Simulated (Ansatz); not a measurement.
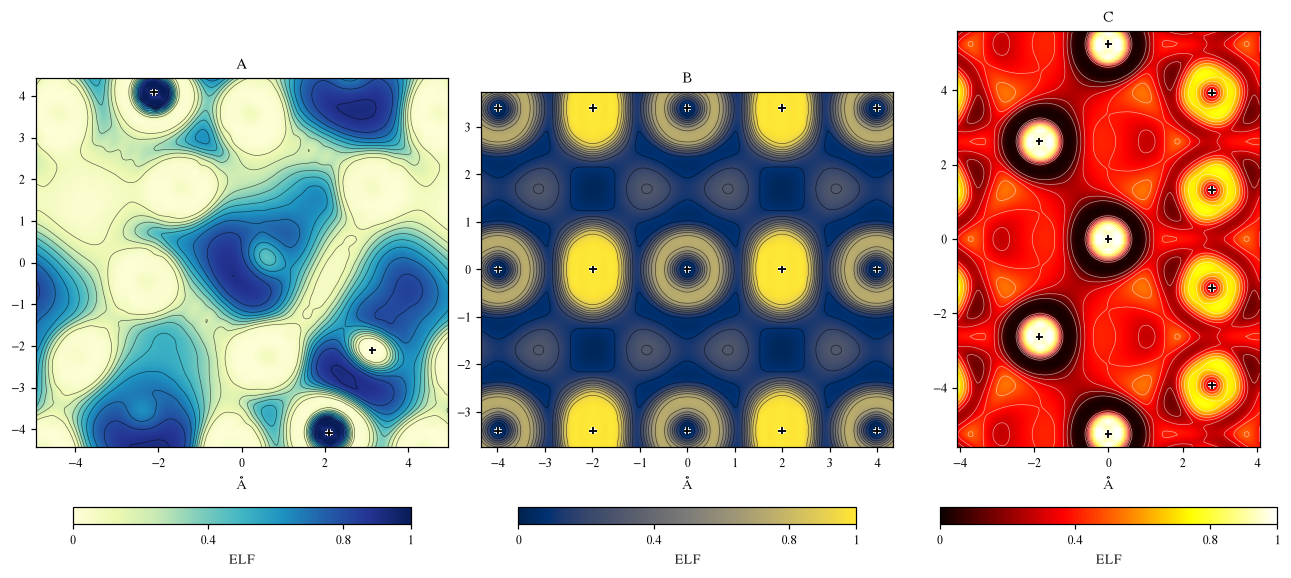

The ELF of 3 systems, each on a plane through atoms (crosses mark nuclei in the plane).

Theory: DFT PBE, scalar-relativistic, plane waves, PAW in Ansatz.

System 1: ScH₅, the (11̄0) plane of the conventional cell. Space group P6/mmm; a structure generated by program, which may or may not match a known phase.

```cif
data_structure
_symmetry_space_group_name_H-M 'P 1'
_symmetry_Int_Tables_number 1
_cell_length_a 3.3944
_cell_length_b 3.3944
_cell_length_c 3.9875
_cell_angle_alpha 90.000
_cell_angle_beta 90.000
_cell_angle_gamma 120.000
_cell_volume 39.79
loop_
_atom_site_label
_atom_site_type_symbol
_atom_site_fract_x
_atom_site_fract_y
_atom_site_fract_z
_atom_site_occupancy
Sc1 Sc 0.00000 0.00000 0.50000 1
H1 H 0.33333 0.66667 0.66884 1
H2 H 0.66667 0.33333 0.66884 1
H3 H 0.66667 0.33333 0.33116 1
H4 H 0.33333 0.66667 0.33116 1
H5 H 0.00000 0.00000 0.00000 1
```

System 2: LiMo₂, the (110) plane of the conventional cell. Space group Fd-3m; a structure generated by program, which may or may not match a known phase; computed without spin polarisation.

```
Li Mo
1.0
     7.42050    0.00000    0.00000
     0.00000    7.42050    0.00000
     0.00000    0.00000    7.42050
Li Mo
8 16
Direct
  0.50000 0.00000 0.00000
  0.00000 0.50000 0.00000
  0.00000 0.00000 0.50000
  0.50000 0.50000 0.50000
  0.75000 0.25000 0.25000
  0.25000 0.75000 0.25000
  0.25000 0.25000 0.75000
  0.75000 0.75000 0.75000
  0.37500 0.12500 0.37500
  0.87500 0.62500 0.37500
  0.87500 0.12500 0.87500
  0.37500 0.62500 0.87500
  0.37500 0.37500 0.12500
  0.87500 0.87500 0.12500
  0.87500 0.37500 0.62500
  0.37500 0.87500 0.62500
  0.12500 0.37500 0.37500
  0.62500 0.87500 0.37500
  0.62500 0.37500 0.87500
  0.12500 0.87500 0.87500
  0.12500 0.12500 0.12500
  0.62500 0.62500 0.12500
  0.62500 0.12500 0.62500
  0.12500 0.62500 0.62500
```

System 3: Li₃B₂, the (111) plane of the conventional cell. Space group P-3m1; a structure generated by program, which may or may not match a known phase; computed without spin polarisation.

> Match each panel to its system.

Panel A is system 3, Li₃B₂: the plane holds Li and B. Li–B (2.23 Å): the ELF peaks at about 0.90 in the valence shell of B, 1.0 Å from its nucleus, and is about 0.85 at the midpoint. Panel B is system 1, ScH₅: the plane holds Sc and H. Sc–H (1.99 Å): the ELF climbs to about 1 towards the hydrogen. Panel C is system 2, LiMo₂: the plane holds Li and Mo. Mo–Mo (2.62 Å): the ELF is about 0.30 at the midpoint (no shared electron pair shows on this line).
